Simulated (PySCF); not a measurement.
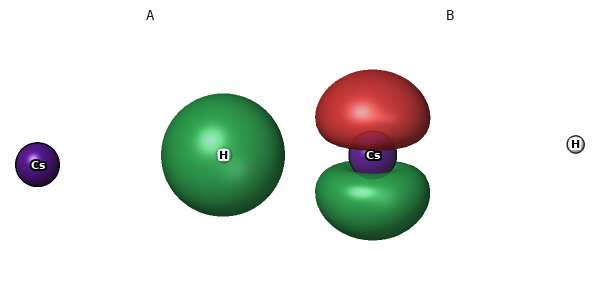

The picture shows: CsH (charge +1, doublet). Two frontier α-spin orbitals, each drawn at the value that holds 80 % of its norm (green and red are the two phases), in no order; of a degenerate pair one member is drawn.

Core potentials replace the inner electrons of Cs.

Level of theory: PBE0/def2-TZVP, non-relativistic Hamiltonian with scalar-relativistic core potentials where named, at a bond length of 3.762 Å in PySCF.

Question: Label each orbital by symmetry, say whether it is occupied, and order them by energy.

Answer: Orbital B: π, occupied in this spin, −20.13 eV; almost wholly on Cs.
Orbital A: σ, occupied in this spin, −12.98 eV; mainly on H (95 %).
